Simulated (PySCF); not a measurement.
C7H9NOSi

Input

```
{"job": {"kind": "nmr", "xc": "PBE0", "basis": "pcSseg-1"}, "charge": 0, "multiplicity": 1}
C     -3.681398     1.571130     0.208821
C     -2.828136     0.406111     0.165496
C     -2.125940    -0.573430     0.130863
Si    -0.991770    -2.028333     0.082020
O      0.488061    -1.572465    -0.465419
C      1.378429    -0.666736    -0.004933
C      1.200169    -0.173063     1.314142
N      1.043886     0.208842     2.384496
C      2.402564    -0.252925    -0.763877
C      3.428834     0.736451    -0.338477
H     -4.068452     1.787456    -0.786970
H     -4.518572     1.392659     0.883333
H     -3.116402     2.432331     0.565523
H     -0.894266    -2.596879     1.427680
H     -1.307507    -2.970087    -0.981971
H      2.491487    -0.660888    -1.761196
H      3.414710     1.596070    -1.008943
H      3.250804     1.078528     0.677988
H      4.423697     0.294478    -0.396152
```

Launched as:

```sh
OMP_NUM_THREADS=1 python probes_run.py task.json out
```

Geometry: GFN2-xTB.

These are results of PBE0/pcSseg-1, SCF density, gas phase, non-relativistic in PySCF 2.14.0, not measurements.

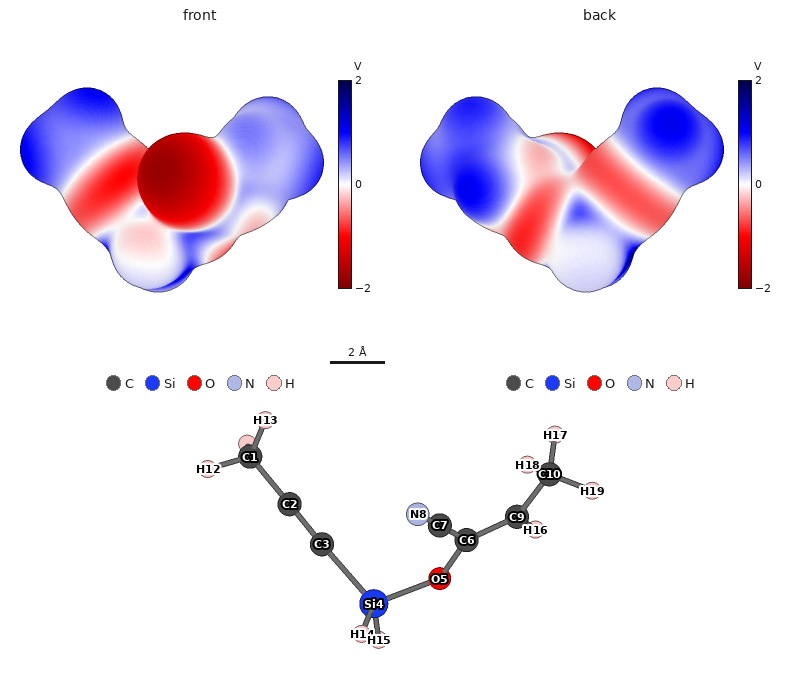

Figure 1. The molecular electrostatic potential painted on the density surface at 0.002 e/bohr³, seen from the front and from behind; red is negative and blue positive. The bare structure is drawn below in the same view.

**Where is the surface potential most negative and most positive?**

The most negative region (about −1.8 V, or −42 kcal/mol for a unit charge) lies over N8, the most positive (about +1.4 V, or +32 kcal/mol for a unit charge) over Si4. N8 is the likeliest acceptor of a hydrogen bond.

**What dipole moment does the calculation give?**

Its dipole moment is 2.75 D.

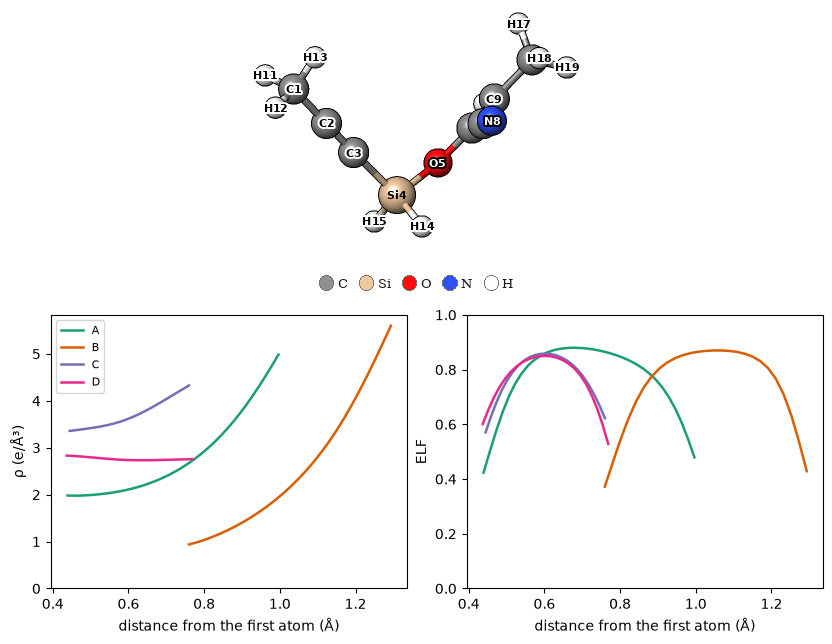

Figure 2. Electron density and electron localisation function along straight lines between neighbouring atoms. The curves leave out the atomic cores. The structure is drawn too.

**Which curve belongs to which contact (C–C, C–N, C–O and Si–O)? The first atom named is at distance zero.**

Curve A: C–O (1.35 Å): ρ is about 2.3 e/Å³ halfway, with its minimum of 2 e/Å³ about 0.5 Å from C; the ELF peaks at about 0.90 between the atoms; a polar covalent bond. Curve B: Si–O (1.64 Å): ρ at the midpoint is about 1.1 e/Å³; the ELF peaks at about 0.85 between the atoms: a polar covalent bond. Curve C: C–N (1.15 Å): ρ is about 3.5 e/Å³ halfway; the ELF peaks at about 0.85 between the atoms; a multiple bond. Curve D: C–C (1.21 Å): ρ at the midpoint is about 2.7 e/Å³; the ELF peaks at about 0.85 between the atoms: a short, multiple covalent bond.
